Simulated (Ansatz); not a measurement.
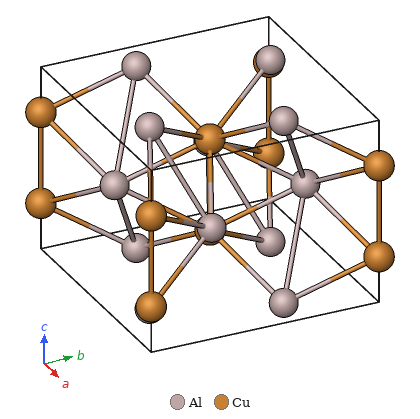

Al2Cu, space group I4/mcm (No. 140), a = 5.964 Å, b = 5.964 Å, c = 4.811 Å, α = 90.00°, β = 90.00°, γ = 90.00°

```json
{"site": "Al", "Wyckoff": "8h", "x": "0.1582", "y": "0.6582", "z": "0.5000"}
{"site": "Cu", "Wyckoff": "4a", "x": "0.0000", "y": "0.0000", "z": "0.7500"}
```

Origin: the geometry relaxed with DFT PBE+D3(BJ), scalar-relativistic, plane waves, PAW (Ansatz 0.2.0).

Question: How is the cell volume shared among the sites in a plain Voronoi partition?

Answer:
```tsv
site	faces above 1 % of the sphere	volume (Å³)	solid angle by neighbour (%)
Al	15	15.37	Al 60 Cu 40
Cu	10	12.04	Al 80 Cu 20
```

Weighted by multiplicity the volumes add up to the cell volume, 171.1 Å³.

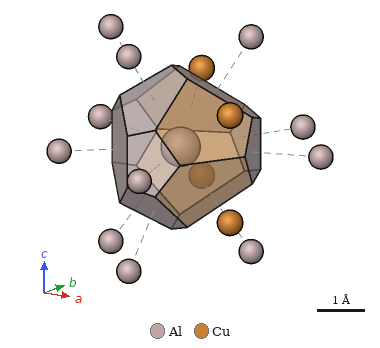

The computed Voronoi cell of Al, with the neighbours that bound it.
